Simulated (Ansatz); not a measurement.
# What a change does: single-point calculation on SiHSF

System: SiHSF.
Method of the first run: RHF/def2-TZVP (Ansatz 0.2.0).

Text and figures count atoms from 1; the logs count them from 0 in places.

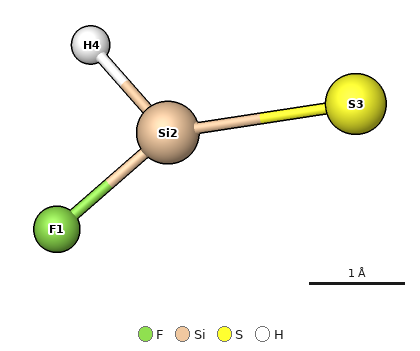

Figure 1. The input geometry (ball-and-stick view, seen at a tilt; atoms are numbered from 1 in the order of the input). Bond lengths as drawn: F–Si 1.56 Å, H–Si 1.46 Å and S–Si 2.17 Å.

**Input, the first run**
```yaml
crystal:
  periodic: [false, false, false]
  atoms:
    - { symbol: F, position_ang: [0.944155, -0.604209, -1.075635] }
    - { symbol: Si, position_ang: [-0.003226, -0.03008, 0.016724] }
    - { symbol: S, position_ang: [-1.014982, 1.763432, 0.704405] }
    - { symbol: H, position_ang: [-0.024198, -1.371037, 0.590079] }
basis:
  gaussian: { orbitals: def2-TZVP }
hamiltonian:
  xc: hf
output:
  forces: true
```

Command:
```bash
ansatz run input.yaml --threads 1 --pin off --max-ram 2560MiB --backend cpu --events-out ev --progress --plain --runs-dir out
```

Hardware: 1 thread of Arm Neoverse N1, 98 GiB of memory available, shared host.

**Output (the first run)**
```
Engine: ansatz 0.2.0, aarch64-unknown-linux-gnu
Functional definition: HF
  exchange = exact_x
  correlation = 0
871 factors; their error is unknown
mean field evaluation 1: about -21401.3791 eV, gradient 3.1e1 eV
mean field evaluation 2: about -21402.7100 eV, gradient 2.2e1 eV
mean field evaluation 4: about -21403.6712 eV, gradient 6.7e-1 eV
mean field evaluation 8: about -21403.9769 eV, gradient 4.5e-1 eV
mean field -21403.97711653 eV, -786.5816508956 hartree, gradient 2.0e-5 eV, S^2 0.000000; 0 other end points of the search recorded, 0 dependent functions left out
the calculation of the forces begins
reference -21403.97711653 eV, -786.5816508956 hartree; 20, 20 occupied and 91, 91 virtual orbitals, 871 factors
Total energy: -21403.97711653 eV, -786.5816508956 hartree
Atom 0 at     0.944155    -0.604209    -1.075635 Å, force     0.343048     1.547105    -1.107524 eV/Å
Atom 1 at    -0.003226    -0.030080     0.016724 Å, force    -2.081377     2.189161     2.023348 eV/Å
Atom 2 at    -1.014982     1.763432     0.704405 Å, force     2.543034    -3.935296    -1.960794 eV/Å
Atom 3 at    -0.024198    -1.371037     0.590079 Å, force    -0.804704     0.199030     1.044970 eV/Å
Dipole moment:     0.224120    -0.502801    -0.109519 e Å
```

The input of the second run differs as follows (lines with − go, lines with + come):
```diff
-    - { symbol: F, position_ang: [0.944155, -0.604209, -1.075635] }
+    - { symbol: F, position_ang: [0.886712, 0.041722, -1.257347] }
-    - { symbol: S, position_ang: [-1.014982, 1.763432, 0.704405] }
+    - { symbol: S, position_ang: [-0.926902, 1.607295, 0.644538] }
```

Predict how the results change.

With the same method and basis, the second run lies 26.3 kcal/mol lower. The largest force goes from 5.079 to 2.756 eV/Å.

**Output (the second run)**
```
Engine: ansatz 0.2.0, aarch64-unknown-linux-gnu
Functional definition: HF
  exchange = exact_x
  correlation = 0
871 factors; their error is unknown
mean field evaluation 1: about -21402.7656 eV, gradient 3.0e1 eV
mean field evaluation 2: about -21404.1578 eV, gradient 1.9e1 eV
mean field evaluation 4: about -21404.8128 eV, gradient 5.1e-1 eV
mean field evaluation 8: about -21405.1183 eV, gradient 4.6e-1 eV
mean field -21405.11853375 eV, -786.6235972048 hartree, gradient 2.2e-5 eV, S^2 0.000000; 0 other end points of the search recorded, 0 dependent functions left out
the calculation of the forces begins
reference -21405.11853375 eV, -786.6235972048 hartree; 20, 20 occupied and 91, 91 virtual orbitals, 871 factors
Total energy: -21405.11853375 eV, -786.6235972048 hartree
Atom 0 at     0.886712     0.041722    -1.257347 Å, force     0.068809    -0.629816     0.159301 eV/Å
Atom 1 at    -0.003226    -0.030080     0.016724 Å, force    -1.076747     2.488419     0.496559 eV/Å
Atom 2 at    -0.926902     1.607295     0.644538 Å, force     0.825017    -1.807935    -0.420566 eV/Å
Atom 3 at    -0.024198    -1.371037     0.590079 Å, force     0.182922    -0.050668    -0.235294 eV/Å
Dipole moment:     0.220418    -0.695022    -0.026353 e Å
```

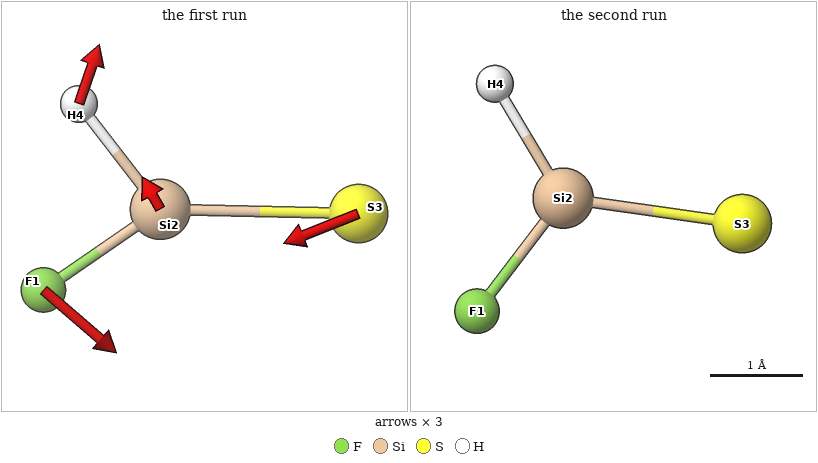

Figure 2. The two input geometries at one scale (ball-and-stick view, seen at a tilt). The red arrows on the first give the shifts of the atoms after the best rigid fit, magnified 3 times. F1 moves most after the best rigid fit: 0.36 Å. By element the largest moves are F 0.36 Å, S 0.30 Å, H 0.23 Å, Si 0.14 Å. Among the contacts that change: Si2–S3 2.171 → 1.982 Å.

**The two runs side by side**

```csv
quantity,the first run,the second run
outcome,converged,converged
total energy (hartree),−786.581651,−786.623597
largest force (eV/Å),5.079,2.756
basis functions,111,111
wall time (shared host),2.2 s,2.2 s
```
